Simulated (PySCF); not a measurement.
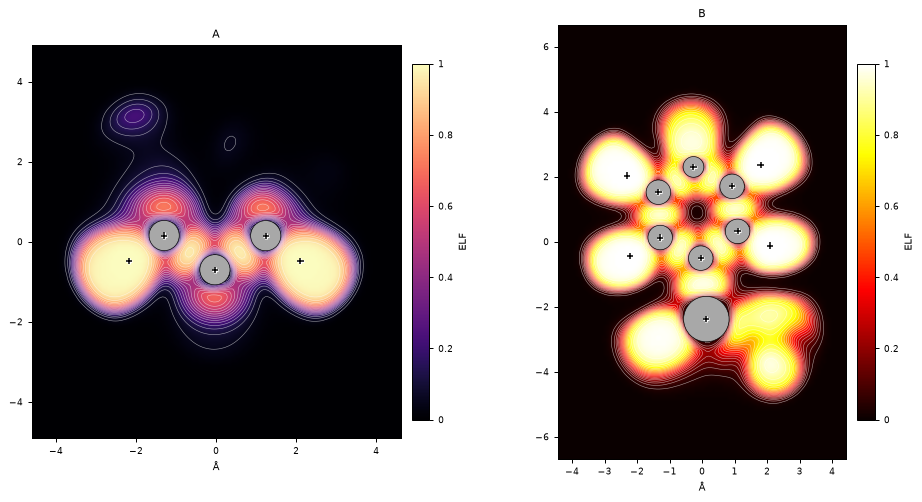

The electron localisation function of 2 systems, each on a plane through atoms (crosses mark nuclei in the plane; grey discs cover the cores).

All numbers below come from CAM-B3LYP/def2-SVPD, SCF density, gas phase in PySCF 2.14.0.

System 1: C$_{5}$H$_{10}$N$_{2}$Si$_{2}$, the plane of atoms C5, C6 and N7. Geometry: PBE0-D3(BJ)/def2-SVP.

```xyz
19

N    -1.3654    1.8463   -1.1779
Si   -1.1572    0.8888    0.2552
Si   -2.7364   -0.8432    0.1786
C     0.5744    0.1505    0.2081
C     1.2571   -0.2237    1.3718
C     2.5205   -0.8042    1.2633
N     3.1308   -1.0241    0.1015
C     2.4872   -0.6692   -1.0077
C     1.2197   -0.0872   -1.0120
H    -0.7603    2.6483   -1.3265
H    -2.3043    2.0499   -1.5028
H    -1.2861    1.6072    1.5699
H    -2.4948   -1.7014   -1.0225
H    -4.1319   -0.3031    0.1007
H    -2.6249   -1.6881    1.4080
H     0.8184   -0.0623    2.3610
H     3.0677   -1.1028    2.1655
H     3.0077   -0.8576   -1.9544
H     0.7376    0.1866   -1.9545
```

System 2: C$_{4}$H$_{10}$GeO (SMILES C1C[CH2][GeH2][O]C1), the plane of atoms C1, C2 and C3. Geometry: GFN2-xTB.

```tsv
atom	x (Å)	y (Å)	z (Å)
C	-1.3442	-0.0112	0.3190
C	-0.4680	-1.2012	-0.0717
C	0.9511	-1.0804	0.4857
Ge	1.7220	0.6364	-0.1450
O	0.3454	1.7367	-0.0588
C	-0.9422	1.2741	-0.4016
H	-1.2726	0.1552	1.3959
H	-2.3860	-0.2251	0.0710
H	-0.9265	-2.1235	0.2977
H	-0.4285	-1.2689	-1.1636
H	0.9180	-1.0779	1.5770
H	1.5478	-1.9378	0.1767
H	2.7200	1.3623	0.7074
H	2.2029	0.5733	-1.5851
H	-1.6340	2.0797	-0.1300
H	-1.0128	1.1172	-1.4859
```

> Match each panel to its system.

Panel A is system 2, C$_{4}$H$_{10}$GeO: the plane holds C and H. C–C (1.53 Å): the ELF peaks at about 0.95 between the atoms; a shared electron pair. Panel B is system 1, C$_{5}$H$_{10}$N$_{2}$Si$_{2}$: the plane holds Si, C, N and H. C–N (1.33 Å): the ELF peaks at about 0.90 between the atoms, as expected for localised, covalent bonding.
